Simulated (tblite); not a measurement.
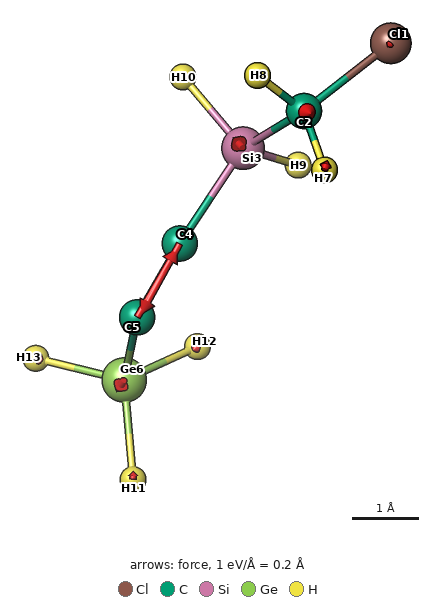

Starting geometry of C₃H₇ClGeSi (charge +1, multiplicity 2) with the computed forces as red arrows. The picture is a ball-and-stick view, seen from a free direction.

Level of theory: GFN2-xTB geometry optimisation, gas phase (tblite). 

> What follows when this structure is relaxed?

It isn't relaxed: the largest force vector, on C4, is 6.37 eV/Å. The final displacements have little in common with the starting forces (cosine between the two patterns 0.09). The largest move after the best rigid fit is that of H12, 1.49 Å. Largest moves by element: H 1.49 Å, C 1.34 Å, Cl 1.15 Å, Si 0.67 Å, Ge 0.34 Å. Near-neighbour distances that change, for instance: C2–Si3 1.874 → 2.049 Å, C4–C5 1.311 → 1.218 Å, Ge6–H13 1.563 → 1.485 Å, Ge6–H12 1.561 → 1.486 Å. Bond angles that change, for instance: C4–C5–Ge6 118.6° → 177.0°, C2–Si3–C4 107.3° → 95.6°, Si3–C4–C5 164.9° → 176.6°. Groups turn about C2–Si3 by about 20°. Over 104 geometry steps the energy falls by 31.8 kcal/mol. The run took 0.78 s on 1 thread of Arm Neoverse V2, with other jobs on the host.
